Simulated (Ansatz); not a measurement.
# Calculations on C$_{4}$H$_{11}$ClSi

**1. Relaxation**

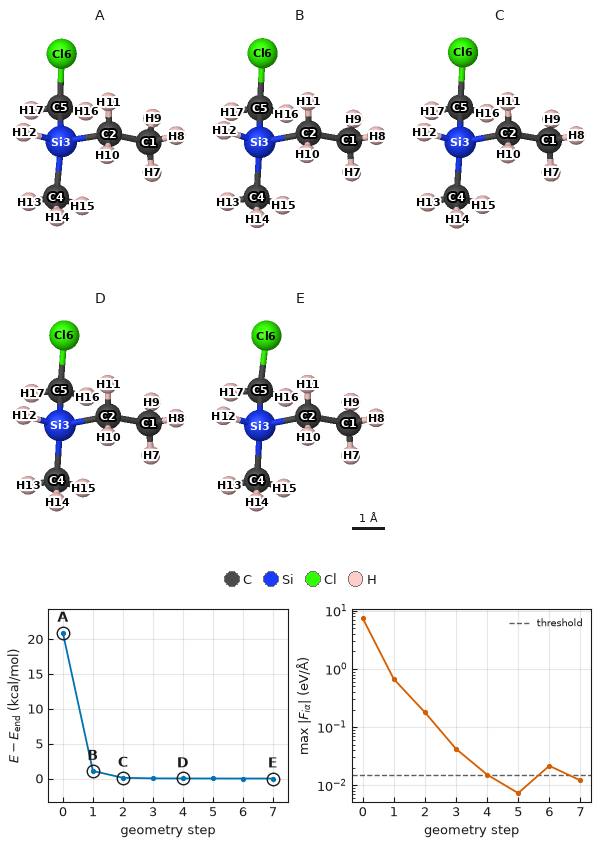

Frames of a relaxation of C₄H₁₁ClSi, marked on the history of the run. Style: ball-and-stick. Shown at a tilt.

The run prepares an end point of a later path (torsion) calculation, from a guessed geometry.

All numbers below come from RKS PBE0-D4/STO-3G (Ansatz 0.2.0). (no spin polarisation; force threshold 0.015 eV/Å; at most 40 steps)

### What happens along the run?

After 7 geometry steps the energy has fallen by 20.9 kcal/mol. Largest force component: 7.4 eV/Å at the start, 0.012 eV/Å at the end. The atom that moves furthest after the best rigid fit is Cl6 (0.16 Å). By element the largest moves are Cl 0.16 Å, Si 0.11 Å, H 0.10 Å, C 0.09 Å. Near-neighbour distances that change, for instance: Si3–H12 1.547 → 1.445 Å, C4–H14 1.001 → 1.094 Å, C1–H9 1.168 → 1.098 Å, C1–C2 1.476 → 1.544 Å. Among the angles between lasting bonds that change: H13–C4–H15 99.9° → 107.8°, C4–Si3–C5 113.3° → 107.5°, H13–C4–H14 113.4° → 107.7°. From step 0 to 1: Si3 moves most (0.11 Å), energy −19.8 kcal/mol. From step 1 to 2: H12 moves most (0.06 Å), energy −0.98 kcal/mol. From step 2 to 4: Cl6 moves most (0.04 Å), energy −0.09 kcal/mol. From step 4 to 7: Cl6 moves most (0.07 Å), energy −0.01 kcal/mol.

```csv
step,"E − E(0), kcal/mol","largest force component, eV/Å"
0,0.00,7.4308
1,-19.82,0.6692
2,-20.80,0.1795
3,-20.88,0.0423
4,-20.89,0.0152
5,-20.90,0.0073
6,-20.90,0.0216
7,-20.90,0.0121
```

Limits of the set-up: STO-3G is a minimal basis, so the numbers are rough.

**2. Relaxation**

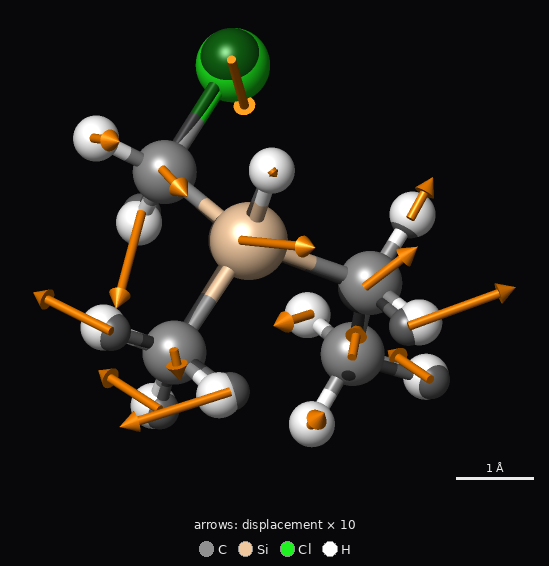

A relaxation of C4H11ClSi. The starting structure is drawn faded, the final one solid; orange arrows show the displacements, 10 times their true length. The two geometries are superimposed by the best rigid fit.

A ball-and-stick model, seen from a free direction.

The run prepares an end point of a later path (torsion) calculation, from a guessed geometry.

Method: RKS PBE0-D4/STO-3G in Ansatz 0.2.0. (no spin polarisation; force threshold 0.015 eV/Å; at most 40 steps)

What happened in the run?

The atom that moves furthest after the best rigid fit is an H atom (0.16 Å). By element the largest moves are H 0.16 Å, Cl 0.15 Å, Si 0.15 Å, C 0.09 Å. Some distances before and after: H–Si 1.547 → 1.445 Å, C–H 1.001 → 1.094 Å, C–H 1.168 → 1.098 Å, C–C 1.476 → 1.544 Å. Bond angles that change, for instance: H–C–H 99.9° → 107.7°, C–Si–C 113.3° → 107.5°, H–C–H 113.4° → 107.8°. After 6 geometry steps the energy has fallen by 20.6 kcal/mol. The largest force component goes from 5.9 to 0.013 eV/Å. The run took about 40 core-seconds on a shared host.

Limits of the set-up: STO-3G is a minimal basis, so the numbers are rough.

**3. Path**

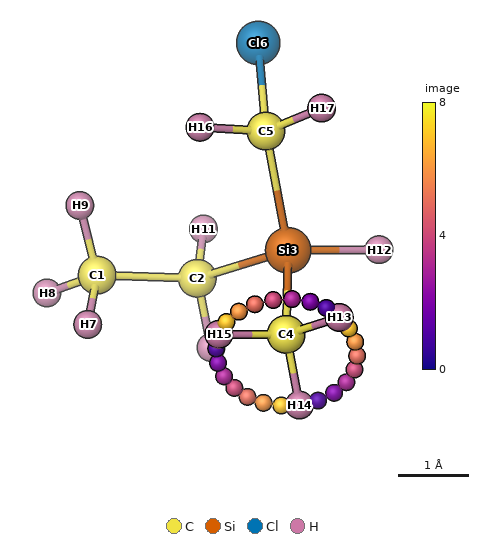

A nudged-elastic-band calculation for C4H11ClSi. Images are numbered from 0 (start) to 8 (end). The start is drawn whole; smaller spheres mark the moving atoms (H) in the later images, joined by lines and coloured by the number of the image. Style: ball-and-stick. Shown from a free direction.

All numbers below come from RKS PBE0-D4/STO-3G in Ansatz. Run with 7 movable images; climbing image; force threshold 0.03 eV/Å; iteration limit 40; starting path through a guess of the saddle point.

Question: What moves, how far, and at what cost in energy?

Answer: The motion is a rotation about the C–Si bond by about 120°. No bond forms or breaks between the ends. The barrier is about 0.044 eV in both directions, with image 4 at the top; the ends have the same energy. The band converged in 5 iterations. The largest component of the band force went from 9.9 to 0.021 eV/Å. The climbing image converged on the top of the path. Its vibrational analysis gives one imaginary mode (133i cm⁻¹), as a transition state must have.

Limits of the set-up: STO-3G is a minimal basis, so the numbers are rough.

The run took about 4 core-minutes on a shared host.
